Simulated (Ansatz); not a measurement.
# GaH2 (doublet): correlated methods under varied settings at distance Ga1–H2 = 1.303 Å

Aim: run GaH2 (doublet) at one geometry under a spread of methods and options, and see what each costs and gives.

Program: Ansatz 0.2.0, Gaussian basis. Level of theory: the settings change from run to run. These are calculated values, not measurements.

17 further runs of the same task are left out: 5 for a known fault of the program, 10 that didn't finish, 2 set aside as unsound or not needed.

### 1 The system

The geometry derives from a PBE0/def2-TZVP stationary point (not a proven minimum). One bond is set to the value named and the two fragments are kept rigid. No spin-orbit coupling is included. The filled d shell of Ga may be among the frozen orbitals whatever the setting's name suggests; the logs give the count.

3 atoms, charge 0, spin multiplicity 2.

Atoms are counted from 1 here; the program's logs count them from 0.

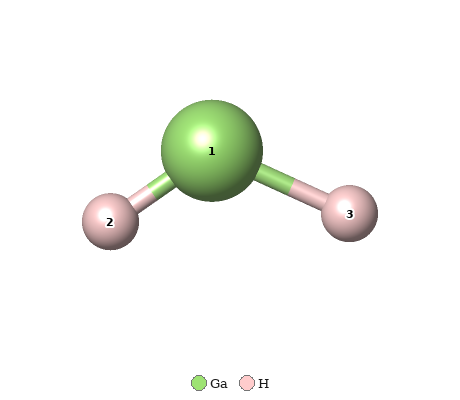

The structure; gallium green, hydrogen pink; atoms are numbered from 1 in the order of the file.

### 2 BCCD on ROHF/cc-pVTZ-DK

in.yaml reads:

```yaml
crystal:
  periodic: [false, false, false]
  atoms:
    - {symbol: Ga, position_ang: [0.000000, -0.020204, -0.003541]}
    - {symbol: H, position_ang: [0.000000, 0.626712, -1.134607]}
    - {symbol: H, position_ang: [0.000000, 0.770870, 1.379571]}
basis:
  gaussian: {orbitals: cc-pVTZ-DK}
magnetization: {spin_polarized: false, initial_magnetization: 1}
correlation: {method: bccd, electrons: outside_noble_gas, diis_vectors: 4}
scf: {lower_state_search: full}
```

On the command line:

```
> ansatz run in.yaml --threads 1 --pin off --events-out ev --progress --plain --max-ram 2393MiB
```

Output (excerpt; [...] marks lines left out):

```text
Functional definition: HF
  name "HF"
  cite "Fock, Z. Phys. 61, 126 (1930) doi:10.1007/BF01340294"
  parent pbe
[...]
430 factors; integrals over basis functions are off by at most 1.5e-3 eV
[...]
mean field -52879.53597503 eV, -1943.2871040454 hartree, gradient 2.0e-6 eV, S^2 0.750000; 4 other end points of the search recorded, 0 dependent functions left out
determinant -52879.53597503 eV, -1943.2871040454 hartree, with singles and doubles -52881.91184631 eV, -1943.3744157045 hartree
determinant -52877.68076683 eV, -1943.2189264018 hartree, with singles and doubles -52880.31315583 eV, -1943.3156649131 hartree
14 core orbitals not correlated: weight in the atoms' cores, before any rotation towards them, 0.996 or more for the frozen orbitals, at most 0.003 for the correlated occupied ones
reference -52879.53597503 eV, -1943.2871040454 hartree; 3, 2 occupied and 54, 55 virtual orbitals, 430 factors
second order -1.82122987 eV of doubles, -0.01760296 eV of singles
cycle   1  -2.29867095 eV  change   -1.9e-1 eV  update   1.7e-2
[...]
cycle   9  -2.30396915 eV  change    7.8e-7 eV  update   6.1e-6
Total energy: -52881.83994418 eV, -1943.3717733501 hartree
Relativity: scalar
```

Wall time 1.9 s (1 thread of AMD EPYC 9R45, shared host).

From the report: correlation -2.3040 eV; largest double amplitude 0.03.

### 3 CISD/aug-cc-pVDZ

in.yaml reads:

```yaml
crystal:
  periodic: [false, false, false]
  atoms:
    - {symbol: Ga, position_ang: [0.000000, -0.020204, -0.003541]}
    - {symbol: H, position_ang: [0.000000, 0.626712, -1.134607]}
    - {symbol: H, position_ang: [0.000000, 0.770870, 1.379571]}
basis:
  gaussian: {orbitals: aug-cc-pVDZ}
magnetization: {spin_polarized: false, initial_magnetization: 1}
correlation: {active_space: {ras: {orbitals: [2, 1, 37], electrons: 5, max_holes: 2, max_particles: 2}, fixed_orbitals: true}}
accuracy: high
```

The command is unchanged.

Output:

```text
Functional definition: HF
  name "HF"
  cite "Fock, Z. Phys. 61, 126 (1930) doi:10.1007/BF01340294"
  parent pbe
  exchange = exact_x
  correlation = 0
1024 factors; integrals over basis functions are off by at most 4.5e-9 eV
mean field evaluation 1: about -52362.1283 eV, gradient 7.5e0 eV
mean field evaluation 2: about -52362.1330 eV, gradient 7.5e0 eV
mean field evaluation 4: about -52362.7250 eV, gradient 6.0e-1 eV
mean field evaluation 8: about -52362.7287 eV, gradient 2.8e-4 eV
mean field -52362.72871154 eV, -1924.2947874168 hartree, gradient 1.6e-8 eV, S^2 0.750000; 0 other end points of the search recorded, 0 dependent functions left out
reference -52362.72871154 eV, -1924.2947874168 hartree; 17, 16 occupied and 37, 38 virtual orbitals, 1024 factors
state -52364.76050321 eV, -1924.3694543834 hartree
Total energy: -52364.76050321 eV, -1924.3694543834 hartree
```

Wall time 1.1 s (1 thread of AMD EPYC 9R45, shared host).

From the report: 8,934 determinants.

### 4 MP2 on UHF/def2-SVPD

in.yaml reads:

```yaml
crystal:
  periodic: [false, false, false]
  atoms:
    - {symbol: Ga, position_ang: [0.000000, -0.020204, -0.003541]}
    - {symbol: H, position_ang: [0.000000, 0.626712, -1.134607]}
    - {symbol: H, position_ang: [0.000000, 0.770870, 1.379571]}
basis:
  gaussian: {orbitals: def2-SVPD}
magnetization: {spin_polarized: true, initial_magnetization: 1}
correlation: {method: mp2, electrons: outside_noble_gas}
accuracy: high
```

Launched as before.

Output:

```text
Functional definition: HF
  name "HF"
  cite "Fock, Z. Phys. 61, 126 (1930) doi:10.1007/BF01340294"
  parent pbe
  exchange = exact_x
  correlation = 0
964 factors; integrals over basis functions are off by at most 4.6e-9 eV
mean field evaluation 1: about -52356.2941 eV, gradient 6.8e0 eV
mean field evaluation 2: about -52356.3062 eV, gradient 6.8e0 eV
mean field evaluation 4: about -52356.8687 eV, gradient 1.6e0 eV
mean field evaluation 8: about -52356.8922 eV, gradient 1.6e-1 eV
mean field evaluation 16: about -52356.8930 eV, gradient 2.4e-8 eV
mean field -52356.89299137 eV, -1924.0803286561 hartree, gradient 2.4e-8 eV, S^2 0.753392; 0 other end points of the search recorded, 0 dependent functions left out
14 core orbitals not correlated: weight in the atoms' cores, before any rotation towards them, 0.996 or more for the frozen orbitals, at most 0.003 for the correlated occupied ones
reference -52356.89299137 eV, -1924.0803286561 hartree; 3, 2 occupied and 37, 38 virtual orbitals, 964 factors
second order -1.56569579 eV of doubles, -0.00000000 eV of singles
Total energy: -52358.45868716 eV, -1924.1378669150 hartree
```

It took 0.6 s on 1 thread of AMD EPYC 9R45, shared host.

From the report: ⟨S²⟩ of the determinant 0.753 (pure doublet: 0.75).

### 5 CCSD(T) on ROHF/6-31G*

in.yaml reads:

```yaml
crystal:
  periodic: [false, false, false]
  atoms:
    - {symbol: Ga, position_ang: [0.000000, -0.020204, -0.003541]}
    - {symbol: H, position_ang: [0.000000, 0.626712, -1.134607]}
    - {symbol: H, position_ang: [0.000000, 0.770870, 1.379571]}
basis:
  gaussian: {orbitals: "6-31G*"}
magnetization: {spin_polarized: false, initial_magnetization: 1}
hamiltonian: {pseudopotentials: {relativity: scalar}}
correlation: {method: ccsd_t, electrons: valence}
```

Same command.

Output (excerpt; [...] marks lines left out):

```text
Functional definition: HF
  name "HF"
  cite "Fock, Z. Phys. 61, 126 (1930) doi:10.1007/BF01340294"
  parent pbe
[...]
374 factors; integrals over basis functions are off by at most 4.9e-4 eV
[...]
mean field -52770.57203277 eV, -1939.2827530260 hartree, gradient 2.3e-6 eV, S^2 0.750000; 1 other end points of the search recorded, 0 dependent functions left out
determinant -52770.57203277 eV, -1939.2827530260 hartree, with singles and doubles -52776.82119718 eV, -1939.5124055822 hartree
determinant -52768.72078312 eV, -1939.2147208561 hartree, with singles and doubles -52775.27382070 eV, -1939.4555405451 hartree
9 core orbitals not correlated: weight in the atoms' cores, before any rotation towards them, 1.000 or more for the frozen orbitals, at most 0.000 for the correlated occupied ones
reference -52770.57203277 eV, -1939.2827530260 hartree; 8, 7 occupied and 22, 23 virtual orbitals, 374 factors
second order -6.36550315 eV of doubles, -0.02007535 eV of singles
cycle   1  -6.24945611 eV  change   -2.9e-4 eV  update   5.5e-4
[...]
cycle   7  -6.24954461 eV  change    6.9e-6 eV  update   3.1e-6
perturbative correction -0.12682034 eV, -0.0046605615 hartree
Total energy: -52776.94839772 eV, -1939.5170801159 hartree
Relativity: scalar
```

Run time: 1 s. Hardware: 1 thread of AMD EPYC 9R45, shared host.

From the report: correlation -6.3764 eV; T1 0.015; largest double amplitude 0.04.

### 6 CCSD(T)/aug-cc-pVDZ

in.yaml reads:

```yaml
crystal:
  periodic: [false, false, false]
  atoms:
    - {symbol: Ga, position_ang: [0.000000, -0.020204, -0.003541]}
    - {symbol: H, position_ang: [0.000000, 0.626712, -1.134607]}
    - {symbol: H, position_ang: [0.000000, 0.770870, 1.379571]}
basis:
  gaussian: {orbitals: aug-cc-pVDZ}
magnetization: {spin_polarized: false, initial_magnetization: 1}
hamiltonian: {xc: {name: PBE0}}
correlation: {method: ccsd_t, electrons: outside_noble_gas, diis_vectors: 2}
```

Launched as before.

Output (excerpt; [...] marks lines left out):

```text
Functional definition: PBE0
  name "PBE0"
  cite "Adamo & Barone, J. Chem. Phys. 110, 6158 (1999) doi:10.1063/1.478522"
  cite "Perdew, Burke & Ernzerhof, Phys. Rev. Lett. 77, 3865 (1996) doi:10.1103/PhysRevLett.77.3865"
  parent pbe
[...]
576 factors; integrals over basis functions are off by at most 4.5e-4 eV
[...]
mean field -52400.06104292 eV, -1925.6667252903 hartree, gradient 1.4e-6 eV, S^2 0.750000; 0 other end points of the search recorded, 0 dependent functions left out
[...]
14 core orbitals not correlated: weight in the atoms' cores, before any rotation towards them, 0.996 or more for the frozen orbitals, at most 0.003 for the correlated occupied ones
reference -52362.40500334 eV, -1924.2828913599 hartree; 3, 2 occupied and 37, 38 virtual orbitals, 576 factors
second order -1.62149335 eV of doubles, -0.12490018 eV of singles
cycle   1  -2.09684386 eV  change   -3.5e-1 eV  update   4.4e-2
[...]
cycle  11  -2.22368350 eV  change   -4.0e-8 eV  update   4.1e-6
perturbative correction -0.03228332 eV, -0.0011863902 hartree
Total energy: -52364.66097016 eV, -1924.3657966115 hartree
```

Wall time 1.6 s (1 thread of AMD EPYC 9R45, shared host).

From the report: correlation -2.2560 eV; T1 0.025; largest double amplitude 0.03. The orbitals are Kohn-Sham ones, so correlation energy and T1 don't compare with those on Hartree-Fock orbitals.

### 7 CCSD(T) on ROHF/def2-SVP

in.yaml reads:

```yaml
crystal:
  periodic: [false, false, false]
  atoms:
    - {symbol: Ga, position_ang: [0.000000, -0.020204, -0.003541]}
    - {symbol: H, position_ang: [0.000000, 0.626712, -1.134607]}
    - {symbol: H, position_ang: [0.000000, 0.770870, 1.379571]}
basis:
  gaussian: {orbitals: def2-SVP}
magnetization: {spin_polarized: false, initial_magnetization: 1}
correlation: {method: ccsd_t, electrons: outside_noble_gas}
accuracy: high
```

Launched as before.

Output (excerpt; [...] marks lines left out):

```text
Functional definition: HF
  name "HF"
  cite "Fock, Z. Phys. 61, 126 (1930) doi:10.1007/BF01340294"
  parent pbe
[...]
755 factors; integrals over basis functions are off by at most 4.3e-9 eV
[...]
mean field -52356.82480676 eV, -1924.0778229180 hartree, gradient 4.1e-8 eV, S^2 0.750000; 1 other end points of the search recorded, 0 dependent functions left out
determinant -52356.82480676 eV, -1924.0778229180 hartree, with singles and doubles -52358.83026832 eV, -1924.1515222709 hartree
determinant -52354.98880823 eV, -1924.0103512166 hartree, with singles and doubles -52357.24340116 eV, -1924.0932059783 hartree
14 core orbitals not correlated: weight in the atoms' cores, before any rotation towards them, 0.996 or more for the frozen orbitals, at most 0.003 for the correlated occupied ones
reference -52356.82480676 eV, -1924.0778229180 hartree; 3, 2 occupied and 25, 26 virtual orbitals, 755 factors
second order -1.50898673 eV of doubles, -0.01514462 eV of singles
cycle   1  -1.99496377 eV  change   -7.3e-2 eV  update   1.2e-2
[...]
cycle  19  -2.00136168 eV  change   1.0e-10 eV  update  3.1e-10
perturbative correction -0.02731180 eV, -0.0010036901 hartree
Total energy: -52358.85348024 eV, -1924.1523752932 hartree
```

Wall time 1 s (1 thread of AMD EPYC 9R45, shared host).

From the report: correlation -2.0287 eV; T1 0.015; largest double amplitude 0.04.

### 8 HF/6-31G

in.yaml reads:

```yaml
crystal:
  periodic: [false, false, false]
  atoms:
    - {symbol: Ga, position_ang: [0.000000, -0.020204, -0.003541]}
    - {symbol: H, position_ang: [0.000000, 0.626712, -1.134607]}
    - {symbol: H, position_ang: [0.000000, 0.770870, 1.379571]}
basis:
  gaussian: {orbitals: 6-31G}
magnetization: {spin_polarized: true, initial_magnetization: 1}
hamiltonian: {xc: hf}
output: {orbitals: {seedname: orbitals}}
```

Launched as before.

Output:

```text
Functional definition: HF
  name "HF"
  cite "Fock, Z. Phys. 61, 126 (1930) doi:10.1007/BF01340294"
  parent pbe
  exchange = exact_x
  correlation = 0
318 factors; integrals over basis functions are off by at most 7.3e-4 eV
mean field evaluation 1: about -52353.9671 eV, gradient 6.0e0 eV
mean field evaluation 2: about -52353.9824 eV, gradient 6.1e0 eV
mean field evaluation 4: about -52354.4280 eV, gradient 1.4e0 eV
mean field evaluation 8: about -52354.4500 eV, gradient 1.3e-3 eV
mean field -52354.45003441 eV, -1923.9905516439 hartree, gradient 1.1e-5 eV, S^2 0.750934; 0 other end points of the search recorded, 0 dependent functions left out
reference -52354.45003441 eV, -1923.9905516439 hartree; 17, 16 occupied and 16, 17 virtual orbitals, 318 factors
Total energy: -52354.45003441 eV, -1923.9905516439 hartree
```

Run time: 0.24 s. Hardware: 1 thread of AMD EPYC 9R45, shared host.

From the report: ⟨S²⟩ of the determinant 0.751 (pure doublet: 0.75).

### 9 CASCI(5,3)/cc-pVDZ

in.yaml reads:

```yaml
crystal:
  periodic: [false, false, false]
  atoms:
    - {symbol: Ga, position_ang: [0.000000, -0.020204, -0.003541]}
    - {symbol: H, position_ang: [0.000000, 0.626712, -1.134607]}
    - {symbol: H, position_ang: [0.000000, 0.770870, 1.379571]}
basis:
  gaussian: {orbitals: cc-pVDZ}
magnetization: {spin_polarized: false, initial_magnetization: 1}
correlation: {active_space: {window: {electrons: 5, orbitals: 3}, fixed_orbitals: true}}
```

Same command.

Output:

```text
Functional definition: HF
  name "HF"
  cite "Fock, Z. Phys. 61, 126 (1930) doi:10.1007/BF01340294"
  parent pbe
  exchange = exact_x
  correlation = 0
408 factors; integrals over basis functions are off by at most 8.7e-4 eV
mean field evaluation 1: about -52362.1749 eV, gradient 7.5e0 eV
mean field evaluation 2: about -52362.1787 eV, gradient 7.5e0 eV
mean field evaluation 4: about -52362.6997 eV, gradient 5.2e-1 eV
mean field evaluation 8: about -52362.7025 eV, gradient 5.5e-6 eV
mean field -52362.70249299 eV, -1924.2938239030 hartree, gradient 1.3e-6 eV, S^2 0.750000; 0 other end points of the search recorded, 0 dependent functions left out
reference -52362.70249299 eV, -1924.2938239030 hartree; 17, 16 occupied and 20, 21 virtual orbitals, 408 factors
state -52362.70249299 eV, -1924.2938239030 hartree
Total energy: -52362.70249299 eV, -1924.2938239030 hartree
```

Wall time 0.24 s (1 thread of AMD EPYC 9R45, shared host).

From the report: 3 determinants; active occupations 2.00, 2.00, 1.00. With so small a space the active step adds no correlation: the energy is the mean field's.

### 10 MP2 on ROHF/aug-cc-pVDZ

in.yaml: that of step 9 with these lines changed.

```diff
@@ -7,4 +7,5 @@
 basis:
-  gaussian: {orbitals: cc-pVDZ}
+  gaussian: {orbitals: aug-cc-pVDZ}
 magnetization: {spin_polarized: false, initial_magnetization: 1}
-correlation: {active_space: {window: {electrons: 5, orbitals: 3}, fixed_orbitals: true}}
+correlation: {method: mp2, electrons: outside_noble_gas}
+output: {forces: true}
```

Launched as before.

Output (excerpt; [...] marks lines left out):

```text
Functional definition: HF
  name "HF"
  cite "Fock, Z. Phys. 61, 126 (1930) doi:10.1007/BF01340294"
  parent pbe
[...]
576 factors; integrals over basis functions are off by at most 4.5e-4 eV
[...]
mean field -52362.72860111 eV, -1924.2947833586 hartree, gradient 2.7e-6 eV, S^2 0.750000; 0 other end points of the search recorded, 0 dependent functions left out
[...]
14 core orbitals not correlated: weight in the atoms' cores, before any rotation towards them, 0.996 or more for the frozen orbitals, at most 0.003 for the correlated occupied ones
reference -52362.72860111 eV, -1924.2947833586 hartree; 3, 2 occupied and 37, 38 virtual orbitals, 576 factors
second order -1.55787849 eV of doubles, -0.01587955 eV of singles
[...]
Total energy: -52364.30235914 eV, -1924.3526178996 hartree
Atom 0 at     0.000000    -0.020204    -0.003541 Å, force     0.000000    -3.531130     6.419246 eV/Å
Atom 1 at     0.000000     0.626712    -1.134607 Å, force    -0.000000     3.590515    -6.484911 eV/Å
Atom 2 at     0.000000     0.770870     1.379571 Å, force    -0.000000    -0.059385     0.065665 eV/Å
Dipole moment:    -0.000000     0.003766    -0.120128 e Å
```

It took 1.1 s on 1 thread of AMD EPYC 9R45, shared host.

### 11 All runs side by side

Where basis and cores are those of an earlier FCI/aug-cc-pVDZ run (-52364.8496 eV), and the state is the same kind, the miss against it is given.

```csv
level,correlated,functions,energy (eV),from FCI (meV),time
BCCD on ROHF/cc-pVTZ-DK,outside noble gas,71,-52881.8399,,1.9 s
CISD/aug-cc-pVDZ,outside noble gas,54,-52364.7605,89.1,1.1 s
MP2 on UHF/def2-SVPD,outside noble gas,54,-52358.4587,,0.6 s
CCSD(T) on ROHF/6-31G* (relativity set),valence,39,-52776.9484,,1 s
CCSD(T)/aug-cc-pVDZ (on PBE0 orbitals),outside noble gas,54,-52364.6610,188.6,1.6 s
CCSD(T) on ROHF/def2-SVP,outside noble gas,42,-52358.8535,,1 s
HF/6-31G,,33,-52354.4500,,0.24 s
"CASCI(5,3)/cc-pVDZ",,37,-52362.7025,,0.24 s
MP2 on ROHF/aug-cc-pVDZ,outside noble gas,54,-52364.3024,547.3,1.1 s
```

### 12 Results

| quantity | value |
| --- | --- |
| runs | 9 |
| quickest | HF/6-31G, 0.24 s |
| slowest | BCCD on ROHF/cc-pVTZ-DK, 1.9 s |

What this shows: Total energies in different bases, with other cores or another treatment of relativity can't be set against each other. BCCD on ROHF/cc-pVTZ-DK took 8 times as long as HF/6-31G; the jobs differ in more than the method. Among the correlated runs with a miss given, it spans +89 to +547 meV. Cores frozen from Kohn-Sham orbitals shift the total energy.
